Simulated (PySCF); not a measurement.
# SiNH3ClO (SMILES [NH][SiH](O)Cl): UMP2/6-31G(d) (spherical functions)

Aim: the vertical ionisation energy of SiNH3ClO at UMP2/6-31G* (spherical functions), from 2 runs. The job is set up through a Python script.

The calculation is run with PySCF 2.14.0.

## 1. Starting point

The species is SiNH3ClO (7 atoms), meant as a doublet with charge 0. As SMILES, `[NH][SiH](O)Cl`. Geometry: relaxed at PBE0-D4/def2-TZVP. This is one conformer, not always the lowest.

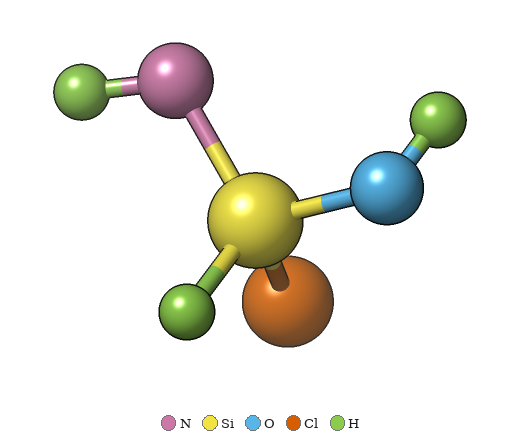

Viewed from a chosen angle; nitrogen pink, silicon yellow, oxygen blue, chlorine orange, hydrogen green.

## 2. The energy at UMP2/6-31G(d) (spherical functions)

calc.py

```python
# [NH][SiH](O)Cl
from pyscf import gto, scf, mp

mol = gto.Mole()
mol.atom = [
    ('N', (-0.309900, 1.111500, -0.879100)),
    ('Si', (-0.073900, -0.114300, 0.330400)),
    ('O', (1.465600, -0.630300, 0.304800)),
    ('Cl', (-1.390000, -1.593900, -0.221000)),
    ('H', (-1.151500, 1.677300, -0.756300)),
    ('H', (-0.348600, 0.280200, 1.724700)),
    ('H', (1.869600, -0.798400, -0.549200)),
]
mol.max_memory = 1860
mol.spin = 1
mol.basis = '6-31g*'
mol.charge = 0
mol.verbose = 4
mol.build()

mf = scf.UHF(mol)
mf.conv_tol = 1e-10
mf.kernel()
if not mf.converged:
    mf = mf.newton().run(mf.mo_coeff, mf.mo_occ)

pt = mp.MP2(mf, frozen=12).run()
etot = pt.e_tot
print('E = %.10f Eh' % etot)
```

Command:

```bash
OMP_NUM_THREADS=1 python calc.py
```

Standard output:

```text
PySCF version 2.14.0

[INPUT] num. atoms = 7
[INPUT] num. electrons = 49
[INPUT] charge = 0
[INPUT] spin (= nelec alpha-beta = 2S) = 1
[INPUT] symmetry False subgroup None
[INPUT] Mole.unit = angstrom
[INPUT] Symbol           X                Y                Z      unit          X                Y                Z       unit  Magmom
[INPUT]  1 N     -0.309900000000   1.111500000000  -0.879100000000 AA   -0.585626126003   2.100430587454  -1.661258236105 Bohr   0.0
[INPUT]  2 Si    -0.073900000000  -0.114300000000   0.330400000000 AA   -0.139650760605  -0.215995696038   0.624365511556 Bohr   0.0
[INPUT]  3 O      1.465600000000  -0.630300000000   0.304800000000 AA    2.769582608163  -1.191094376313   0.575988522767 Bohr   0.0
[INPUT]  4 Cl    -1.390000000000  -1.593900000000  -0.221000000000 AA   -2.626719313145  -3.012034469944  -0.417629473529 Bohr   0.0
[INPUT]  5 H     -1.151500000000   1.677300000000  -0.756300000000 AA   -2.176019632437   3.169637628733  -1.429199868009 Bohr   0.0
[INPUT]  6 H     -0.348600000000   0.280200000000   1.724700000000 AA   -0.658758527023   0.529501260103   3.259210647037 Bohr   0.0
[INPUT]  7 H      1.869600000000  -0.798400000000  -0.549200000000 AA    3.533031962487  -1.508757337853  -1.037837587611 Bohr   0.0

nuclear repulsion = 216.933065387895
number of shells = 34
number of NR pGTOs = 168
number of NR cGTOs = 70
basis = 6-31g*
ecp = {}

******** <class 'pyscf.scf.uhf.UHF'> ********
method = UHF
initial guess = minao
damping factor = 0
level_shift factor = 0
DIIS = <class 'pyscf.scf.diis.CDIIS'>
diis_start_cycle = 1
diis_space = 8
diis_damp = 0
SCF conv_tol = 1e-10
SCF conv_tol_grad = None
SCF max_cycles = 50
direct_scf = True
direct_scf_tol = 1e-13
number electrons alpha = 25  beta = 24
Set gradient conv threshold to 1e-05
init E= -879.651503560122
[... the frontier-level lines of each cycle are left out ...]

cycle= 1 E= -879.433874444035  delta_E= 0.218  |g|= 0.396  |ddm|= 1.71
cycle= 2 E= -879.505011415588  delta_E= -0.0711  |g|=  0.2  |ddm|= 0.471
cycle= 3 E= -879.522151734195  delta_E= -0.0171  |g|= 0.0457  |ddm|= 0.159
cycle= 4 E= -879.523850327766  delta_E= -0.0017  |g|= 0.0133  |ddm|= 0.0608
cycle= 5 E= -879.524063297931  delta_E= -0.000213  |g|= 0.00587  |ddm|= 0.0228
cycle= 6 E= -879.524126306215  delta_E= -6.3e-05  |g|= 0.00323  |ddm|= 0.0114
cycle= 7 E= -879.524159771505  delta_E= -3.35e-05  |g|= 0.00189  |ddm|= 0.00941
cycle= 8 E= -879.524177938044  delta_E= -1.82e-05  |g|= 0.00145  |ddm|= 0.00639
cycle= 9 E= -879.524193617888  delta_E= -1.57e-05  |g|= 0.00115  |ddm|= 0.0065
cycle= 10 E= -879.524209126356  delta_E= -1.55e-05  |g|= 0.000758  |ddm|= 0.0089
cycle= 11 E= -879.524217785325  delta_E= -8.66e-06  |g|= 0.00031  |ddm|= 0.00981
cycle= 12 E= -879.524218729146  delta_E= -9.44e-07  |g|= 9.3e-05  |ddm|= 0.00367
cycle= 13 E= -879.524218762978  delta_E= -3.38e-08  |g|= 3.77e-05  |ddm|= 0.000604
cycle= 14 E= -879.524218765968  delta_E= -2.99e-09  |g|= 1.64e-05  |ddm|= 0.000143
cycle= 15 E= -879.524218766348  delta_E= -3.8e-10  |g|= 6.93e-06  |ddm|= 4.01e-05
cycle= 16 E= -879.524218766418  delta_E= -7.05e-11  |g|= 2.94e-06  |ddm|= 1.68e-05
Extra cycle  E= -879.524218766433  delta_E= -1.5e-11  |g|= 1.82e-06  |ddm|= 4.76e-06
converged SCF energy = -879.524218766433  <S^2> = 0.75742338  2S+1 = 2.0074097

******** <class 'pyscf.mp.ump2.UMP2'> ********
nocc = (np.int64(13), np.int64(12)), nmo = (58, 58)
frozen orbitals 12
E(UMP2) = -880.032198824311  E_corr = -0.50798005787731
E(SCS-UMP2) = -880.019675714507  E_corr = -0.495456948073554
E_corr(same-spin) = -0.131675909283713
E_corr(oppo-spin) = -0.376304148593597
E = -880.0321988243 Eh
```

Run time: 2.5 s. Hardware: 1 thread of Arm Neoverse V1, shared host; peak memory 0.16 GiB.

## 3. The singlet cation, same level

job.py

```python
from pyscf import gto, scf, mp

mol = gto.Mole()
mol.atom = [
    ('N', (-0.309900, 1.111500, -0.879100)),
    ('Si', (-0.073900, -0.114300, 0.330400)),
    ('O', (1.465600, -0.630300, 0.304800)),
    ('Cl', (-1.390000, -1.593900, -0.221000)),
    ('H', (-1.151500, 1.677300, -0.756300)),
    ('H', (-0.348600, 0.280200, 1.724700)),
    ('H', (1.869600, -0.798400, -0.549200)),
]
mol.charge = 1
mol.spin = 0
mol.basis = '6-31g*'
mol.verbose = 3
mol.max_memory = 1860
mol.build()

calc0 = scf.RHF(mol)
calc0.conv_tol = 1e-10
calc0.kernel()
if not calc0.converged:
    calc0 = calc0.newton().run(calc0.mo_coeff, calc0.mo_occ)

pt = mp.MP2(calc0, frozen=12).run()
energy = pt.e_tot
print(f'total energy: {energy:.8f} hartree')
```

Command:

```bash
OMP_NUM_THREADS=1 python job.py
```

Standard output:

```text
converged SCF energy = -879.097674054328
E(RMP2) = -879.599223962383  E_corr = -0.501549908054435
E(SCS-RMP2) = -879.591536880194  E_corr = -0.493862825865837
total energy: -879.59922396 hartree
```

Run time: 2 s. Hardware: 1 thread of Arm Neoverse V1, shared host; peak memory 0.15 GiB.

## 4. What came out

At UMP2/6-31G* (spherical functions), 12 core orbitals frozen:

| quantity | value |
| --- | --- |
| doublet SiNH3ClO: total energy | -880.03220 Eh |
| doublet SiNH3ClO: dipole moment (Hartree–Fock density) | 1.52 D |
| doublet SiNH3ClO: HOMO energy (Hartree–Fock orbitals) (highest over α and β) | -11.83 eV |
| doublet SiNH3ClO: LUMO energy (Hartree–Fock orbitals) (lowest over α and β) | 1.70 eV |
| doublet SiNH3ClO: correlation energy (12 core orbitals frozen) | -508.0 mEh |
| doublet SiNH3ClO: ⟨S²⟩ of the reference determinant | 0.757 |
| singlet cation: total energy | -879.59922 Eh |
| singlet cation: HOMO energy (Hartree–Fock orbitals) | -18.26 eV |
| singlet cation: LUMO energy (Hartree–Fock orbitals) | -9.38 eV |
| singlet cation: HOMO–LUMO gap (Hartree–Fock orbitals) | 8.89 eV |
| singlet cation: correlation energy (12 core orbitals frozen) | -501.5 mEh |
| vertical ionisation energy (to the singlet cation) | 11.782 eV |

What this shows: Removing an electron at fixed nuclei costs 11.78 eV (272 kcal/mol). Only the singlet of the ionised species was computed; a triplet could lie lower. Mulliken charges (doublet SiNH3ClO) of the mean-field density run from -0.86 on O3 to +1.19 on Si2.
